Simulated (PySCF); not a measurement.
**Rb: dipole response in x2c-TZVPPall plus 1 even-tempered diffuse shell per l**

How polarisable is Rb at the levels listed below?

Program: PySCF 2.14.0. Level of theory: unrestricted determinants in a Gaussian basis, no spin-orbit coupling in the energies. These are calculated values, not measurements, unless marked.

### Step 1. What is computed

| Item | Value |
| --- | --- |
| Element | rubidium (Z = 37) |
| Basis | x2c-TZVPPall with one added diffuse shell each of s, p, d, f type (9s7p7d3f1g, 95 functions) |
| Hamiltonian | the spin-free X2C one-electron Hamiltonian (Gaussian nucleus) |
| State 1 | Rb: [Kr] 5s1, 2S determinant |
| Methods | UHF, PBE, PBE0 |

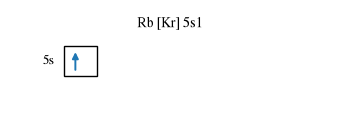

Outer shells as boxes.

The runs were made by one driver on top of PySCF. The scripts below sum up each run's settings (the driver also hands on starting orbitals that pick excited configurations, and frozen orbitals as a list rather than a count), and the logs come from the driver's own runs. The driver starts from symmetry-adapted Hartree-Fock orbitals, holds the occupation by maximum overlap and uses a logarithmic radial grid for functionals, so a plain start would take other cycles.

The integrals over 95 functions and the set-up took 2.5 s of CPU time.

### Step 2. Rb: the ladder of methods

#### UHF

input.py reads:

```python
from pyscf import gto, scf, dft, mp, cc
import basis_set_exchange as bse
mol = gto.M(atom="Rb 0 0 0", charge=0, spin=1, symmetry="D2h",
            basis=gto.basis.parse(bse.get_basis("x2c-TZVPPall", elements=["Rb"], fmt="nwchem", augment_diffuse=1)),
            nucmod="G")
mf = scf.UHF(mol).sfx2c1e()
mf.irrep_nelec = {'Ag': (7, 6), 'B1g': (1, 1), 'B2g': (1, 1), 'B3g': (1, 1), 'B1u': (3, 3), 'B2u': (3, 3), 'B3u': (3, 3)}
mf.kernel()
```

The log of the run:

```text
damping factor = 0
level_shift factor = 0
DIIS = <class 'pyscf.scf.diis.CDIIS'>
diis_start_cycle = 1
diis_space = 10
diis_damp = 0
SCF conv_tol = 1e-09
SCF conv_tol_grad = None
number electrons alpha = 19  beta = 18
cycle= 1 E= -2979.11721421207  delta_E= -2.32e-11  |g|= 1.28e-06  |ddm|= 9.38e-05
converged SCF energy = -2979.11721421207  <S^2> = 0.75034923  2S+1 = 2.0003492
```

It used 7.5 s of CPU time after the integrals (shared host).

Orbital energies by shell (radii are means over both spins):

```tsv
shell	electrons	mean orbital energy (eV)	spread (eV)	rms radius (bohr)
1s α	1	-15286.7	0	0.0464
1s β	1	-15286.7	0	0.0464
2s α	1	-2107.9	0	0.192
2s β	1	-2107.9	0	0.192
2p α	3	-1863.5	0	0.171
2p β	3	-1863.5	0	0.171
3s α	1	-341.60	0	0.543
3s β	1	-341.56	0	0.543
3p α	3	-260.62	0	0.557
3p β	3	-260.61	0	0.557
3d α	5	-126.24	0	0.578
3d β	5	-126.23	0	0.578
4s α	1	-42.651	0	1.57
4s β	1	-42.530	0	1.57
4p α	3	-22.000	0	1.86
4p β	3	-21.950	0	1.86
5s α	1	-3.813	0	5.93
```

⟨S²⟩ = 0.750, ⟨L²⟩ = 0.00.

The driver then solved the coupled dipole response at imaginary frequencies: mean α = 483.7 bohr³, C₆ = 8558 au for a like pair.

#### PBE

input.py, as changed from the run before:

```diff
@@ -5,3 +5,3 @@
             nucmod="G")
-mf = scf.UHF(mol).sfx2c1e()
+mf = dft.UKS(mol, xc="PBE").sfx2c1e()
 mf.irrep_nelec = {'Ag': (7, 6), 'B1g': (1, 1), 'B2g': (1, 1), 'B3g': (1, 1), 'B1u': (3, 3), 'B2u': (3, 3), 'B3u': (3, 3)}
```

The log of the run:

```text
damping factor = 0
level_shift factor = 0
DIIS = <class 'pyscf.scf.diis.CDIIS'>
diis_start_cycle = 1
diis_space = 10
diis_damp = 0
SCF conv_tol = 1e-09
SCF conv_tol_grad = None
number electrons alpha = 19  beta = 18
XC functionals = PBE
    J. P. Perdew, K. Burke, and M. Ernzerhof.,  Phys. Rev. Lett. 77, 3865 (1996)
    J. P. Perdew, K. Burke, and M. Ernzerhof.,  Phys. Rev. Lett. 78, 1396 (1997)
    J. P. Perdew, K. Burke, and M. Ernzerhof.,  Phys. Rev. Lett. 77, 3865 (1996)
    J. P. Perdew, K. Burke, and M. Ernzerhof.,  Phys. Rev. Lett. 78, 1396 (1997)
cycle= 1 E= -2980.60769568308  delta_E= -0.00975  |g|= 0.0912  |ddm|= 0.597
cycle= 2 E= -2980.60814928428  delta_E= -0.000454  |g|= 0.0552  |ddm|= 0.048
cycle= 3 E= -2980.60839309395  delta_E= -0.000244  |g|= 0.00447  |ddm|= 0.0179
cycle= 4 E= -2980.60839914679  delta_E= -6.05e-06  |g|= 3.48e-05  |ddm|= 0.0113
cycle= 5 E= -2980.6083991493  delta_E= -2.52e-09  |g|= 3.49e-06  |ddm|= 0.00146
cycle= 6 E= -2980.60839914932  delta_E= -1.46e-11  |g|= 1.79e-07  |ddm|= 9.18e-05
converged SCF energy = -2980.60839914932  <S^2> = 0.75012353  2S+1 = 2.0001235
```

It used 7.8 s of CPU time after the integrals (shared host).

The driver then solved the coupled dipole response at imaginary frequencies: mean α = 360.0 bohr³, C₆ = 5552 au for a like pair.

#### PBE0

input.py, as changed from the run before:

```diff
@@ -5,3 +5,3 @@
             nucmod="G")
-mf = dft.UKS(mol, xc="PBE").sfx2c1e()
+mf = dft.UKS(mol, xc="PBE0").sfx2c1e()
 mf.irrep_nelec = {'Ag': (7, 6), 'B1g': (1, 1), 'B2g': (1, 1), 'B3g': (1, 1), 'B1u': (3, 3), 'B2u': (3, 3), 'B3u': (3, 3)}
```

The log of the run:

```text
damping factor = 0
level_shift factor = 0
DIIS = <class 'pyscf.scf.diis.CDIIS'>
diis_start_cycle = 1
diis_space = 10
diis_damp = 0
SCF conv_tol = 1e-09
SCF conv_tol_grad = None
number electrons alpha = 19  beta = 18
XC functionals = PBE0
    C. Adamo and V. Barone.,  J. Chem. Phys. 110, 6158 (1999)
    M. Ernzerhof and G. E. Scuseria.,  J. Chem. Phys. 110, 5029 (1999)
cycle= 1 E= -2980.68221102692  delta_E= -0.0056  |g|= 0.0521  |ddm|= 0.381
cycle= 2 E= -2980.68241467696  delta_E= -0.000204  |g|= 0.026  |ddm|= 0.0856
cycle= 3 E= -2980.68246951677  delta_E= -5.48e-05  |g|= 0.00229  |ddm|= 0.0184
cycle= 4 E= -2980.68247124637  delta_E= -1.73e-06  |g|= 0.00022  |ddm|= 0.0127
cycle= 5 E= -2980.68247138014  delta_E= -1.34e-07  |g|= 1.54e-05  |ddm|= 0.00705
cycle= 6 E= -2980.68247138131  delta_E= -1.17e-09  |g|= 7.9e-07  |ddm|= 0.000723
cycle= 7 E= -2980.68247138131  delta_E= 4.55e-13  |g|= 7.72e-08  |ddm|= 7.32e-06
converged SCF energy = -2980.68247138131  <S^2> = 0.75015011  2S+1 = 2.0001501
```

It used 13 s of CPU time after the integrals (shared host).

The driver then solved the coupled dipole response at imaginary frequencies: mean α = 393.0 bohr³, C₆ = 6308 au for a like pair.

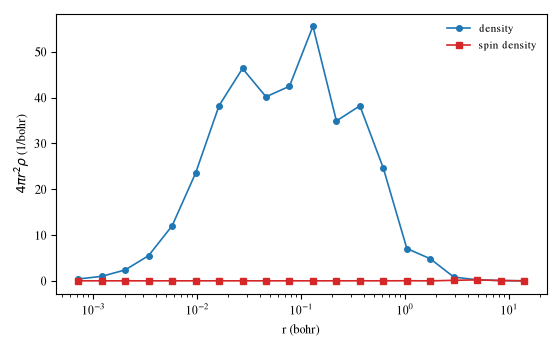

Radial density 4πr²ρ of Rb at UHF, without picture-change correction, at 20 stored radii joined by straight lines.

### Step 3. Polarisabilities and C₆

Rb, in atomic units:

```tsv
method	mean α	C₆ (like pair)	S(−4)
UHF	483.7	8558	215300
PBE	360.0	5552	119800
PBE0	393.0	6308	142400
```

Reference α: 319.8 ± 0.3 bohr³ (recommended; Schwerdtfeger and Nagle, table of static dipole polarizabilities (2023 update)). Published C₆: 4769 (Chu and Dalgarno (2004); Tang, Norbeck and Certain (1976)).

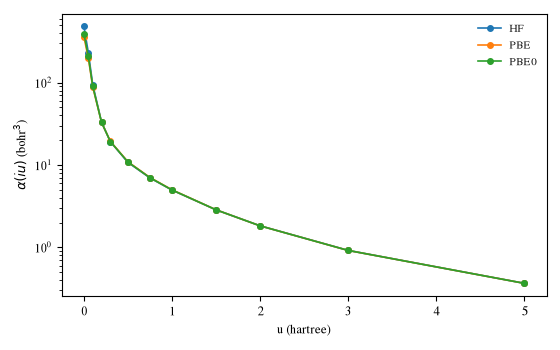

α(iu) of Rb, the polarisability at imaginary frequency, on a logarithmic scale.

### Step 4. Results

```
quantity                                              value
 α of Rb  360.0 (PBE) to 483.7 (UHF) bohr³; reference 319.8
```

What this shows: For Rb PBE is nearest the reference (+13 %). The basis is finite, and no extrapolation was made.
